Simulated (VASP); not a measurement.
Band structure of Na₃Cd (space group Fm-3m). All values below come from LDA (Ceperley-Alder, Perdew-Zunger), VASP's LDA PAW potentials (set 64) (plane waves; VASP).

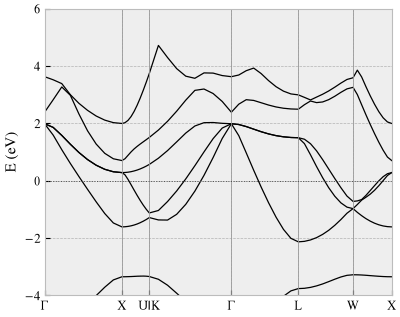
Bands along high-symmetry lines, zero at the valence-band maximum or, without a gap, the Fermi level

**Question.** Read the plot: is there a gap, and where are the band edges?

**Answer.** It has no gap at this level: it comes out as a metal or semimetal.

The structure comes from a computed database's Na3Cd entry (Fm-3m); how it stands against other phases isn't given here. The cell was not relaxed at this level. The electron count is odd and the run is not spin-polarised, which forces a metal.
